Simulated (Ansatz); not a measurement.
BFH6N2Si (SMILES NBN[SiH2]F)

| atom | x (Å) | y (Å) | z (Å) |
| --- | --- | --- | --- |
| N | -0.7642 | 1.4692 | 1.3172 |
| B | -0.7791 | 0.0572 | 0.8441 |
| N | 0.5151 | -0.6578 | 0.5771 |
| Si | 0.6966 | -1.0475 | -1.1578 |
| F | 0.6079 | 0.3538 | -2.0845 |
| H | 0.1631 | 1.9000 | 1.3359 |
| H | -1.2888 | 2.0543 | 0.5688 |
| H | -1.7544 | -0.5104 | 0.7050 |
| H | 1.3393 | 0.0161 | 0.8252 |
| H | -0.5246 | -1.8970 | -1.5015 |
| H | 1.8544 | -1.7948 | -1.4089 |

These are results of SCF PBE, Gaussian basis (Ansatz 0.2.0), not measurements.

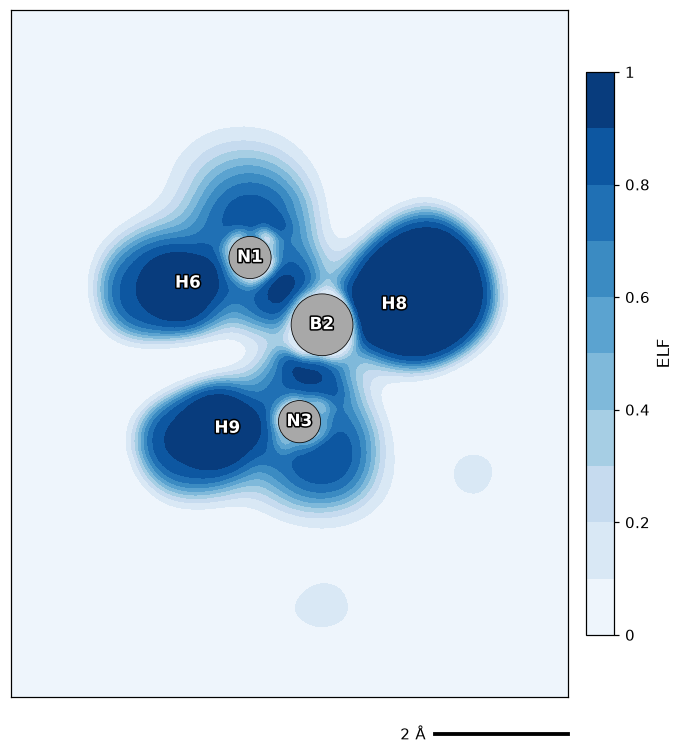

Figure 1. Electron localisation function on the plane of atoms B2, N3 and H9. Grey discs cover the atomic cores.

**Read the bonding off the picture.**

The plane passes through N, B and H nuclei.
B–N (1.49 Å): the ELF peaks at about 0.95 between the atoms (a shared but strongly polarised pair).
N–H (1.02 Å): the ELF climbs to about 1 towards the hydrogen, as it does in any bond to H; a covalent bond by its length.
B–H (1.14 Å): the ELF climbs to about 1 towards the hydrogen; an ordinary covalent bond to hydrogen.

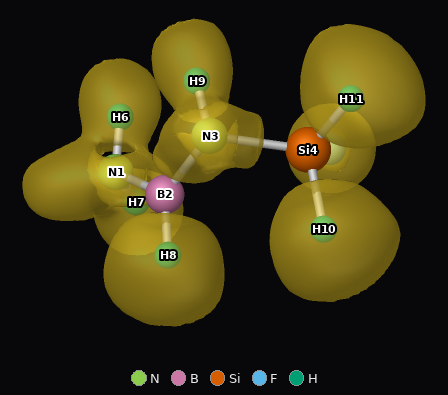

Figure 2. Isosurface of the ELF at 0.75 (yellow), seen at a tilt. Core shells and regions of very low density are left out.

**Identify the bonds, lone pairs and shells in this picture.**

The ELF exceeds this value in three regions around hydrogen nuclei, one region wrapped around F (its lone pairs, merged into a ring or cap) and two joined regions spread over several atoms (H, N), in which their bonds and any lone pairs are merged.


 Si–F (1.68 Å): the ELF peaks at about 0.85 in the valence shell of F, 0.6 Å from its nucleus, and is about 0.55 at the midpoint.

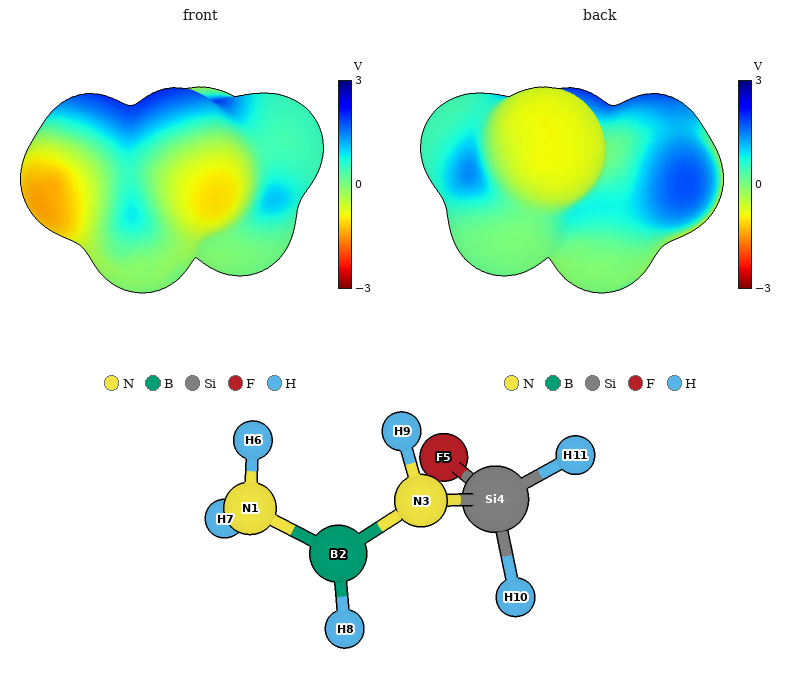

Figure 3. The electrostatic potential painted on the density surface at 0.002 e/bohr³, seen from the front and from behind; red is negative and blue positive. The bare structure is drawn below in the same view.

**Which sites attract a positive test charge, and which a negative one?**

A positive charge is drawn to the negative regions and a negative charge to the positive ones. The most negative region (about −1.4 V, or −32 kcal/mol for a unit charge) lies over N1, the most positive (about +2.0 V, or +46 kcal/mol for a unit charge) over H6 and H9. N1 is the likeliest acceptor of a hydrogen bond.
